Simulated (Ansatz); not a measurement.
# Amorphous Co16Ti16Zr16

It comes from a melt-quench run on a machine-learned potential (CHGNet), relaxed afterwards by DFT. The hot cell started wider than the set density and was brought back towards it in steps. It is the lowest in DFT energy of 3 quenches. It is a model cell: composition and starting density were chosen by hand, and all elements were melted together. No dispersion term was used.

Level of theory: PBE, scalar-relativistic without spin-orbit coupling (plane waves to 420 eV, PAW; Ansatz, a program for electronic structure). Geometry, pressure, stress and energy are those of the PBE run. Its sampling: a 2×2×2 Γ-centred mesh; Fermi-Dirac width 0.1 eV; collinear spin, started from moments on atoms; no Hubbard U, moments started parallel, and no other order was tried (the moments died out).

```yaml
number_of_atoms_in_the_cell: 48
Density (volume relaxed, without dispersion): 6.45 g/cm³
volume_per_atom: 114.7 bohr^3
Pressure on a 2×2×2 Γ-centred mesh: -0.01 GPa
Largest force and stress component on that mesh (the relaxation ran on one k-point at (1/4, 1/4, 1/4)): 0.17 eV/Å and 0.1 GPa
Gap on a 2×2×2 Γ-centred mesh (PBE): within the smearing (under twice its width)
net_moment: 0.00 μB
```

Cut-offs for bonds: Co-Co 3.12 Å, Co-Ti 3.46 Å, Co-Zr 3.24 Å, Ti-Ti 3.90 Å, Ti-Zr 4.14 Å, Zr-Zr 4.18 Å.

| Item | Value |
|---|---|
| Mean coordination of Co | 9.50 (1 with 8, 8 with 9, 5 with 10, 2 with 11) |
| Mean coordination of Ti | 14.62 (2 with 13, 5 with 14, 7 with 15, 1 with 16, 1 with 17) |
| Mean coordination of Zr | 15.38 (3 with 14, 6 with 15, 5 with 16, 2 with 17) |
| Mean Zr-Zr bond | 3.363 Å (spread 0.255 Å, 47 counted) |
| Mean Ti-Zr bond | 3.282 Å (spread 0.294 Å, 87 counted) |

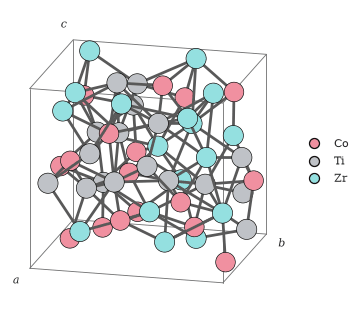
The relaxed cell

Its density started from a set value of 6.25 g/cm³. The quench (nominally 140 K/ps over its main leg) was far faster than any real one, so the model tends to hold more defects than a real film. A cell of this size samples the disorder only roughly. Volume and shape were free in the relaxation. On a 2×2×2 Γ-centred mesh force components of up to 0.17 eV/Å stay, since the relaxation ran on one k-point at (1/4, 1/4, 1/4).
